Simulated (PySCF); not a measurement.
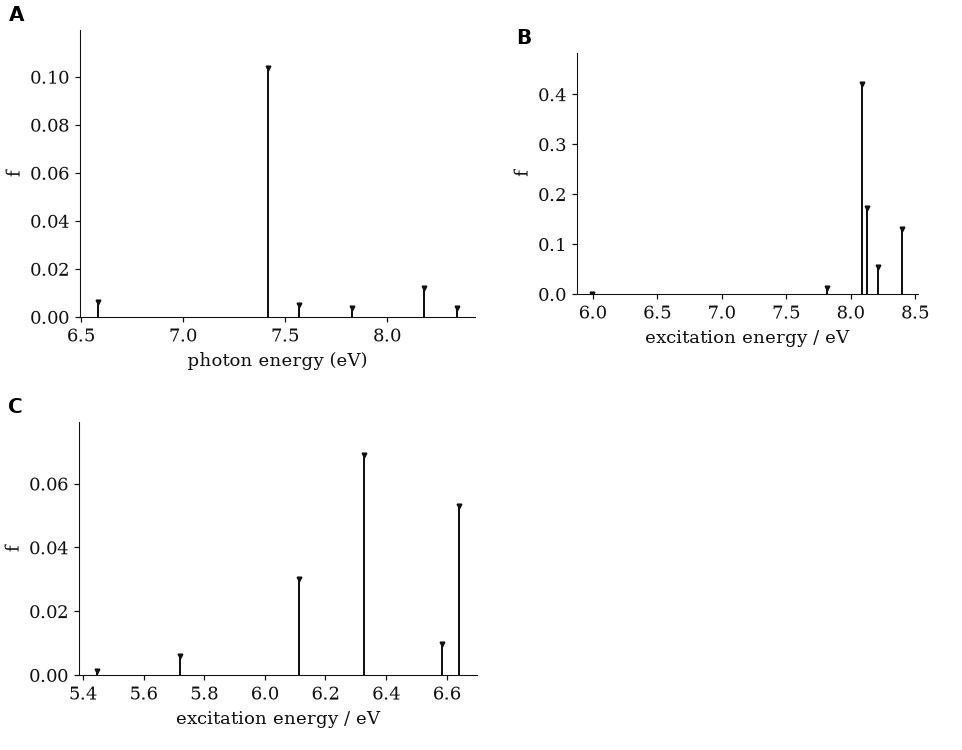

Vertical TDDFT excitations, ωB97X-D/def2-SVPD (IEF-PCM acetone) in PySCF, at a PBE0-D3(BJ)/def2-SVP geometry (no frequency check). Each panel shows the lowest singlet states that were computed.

> Which panel belongs to which molecule?
1. C₆H₁₁N, SMILES C1C[C@H]2CNC[C@@H]12
2. C₃H₁₂B₂O₂Si, SMILES BOBO[Si](C)(C)C
3. C₂H₅BrS₂Si, SMILES Br[SiH]1SCCS1

A: 1 (S1 at 6.58 eV, brightest at 7.42 eV)
B: 2 (S1 at 6.00 eV, brightest at 8.09 eV)
C: 3 (S1 at 5.45 eV, brightest at 6.33 eV)

Caveats, for all or some of the runs: core orbitals are frozen in the response; one conformer of a flexible molecule; spin-orbit coupling is left out, and with Br it can shift these levels and split any degenerate set; states above the negative HOMO energy depend on the basis.
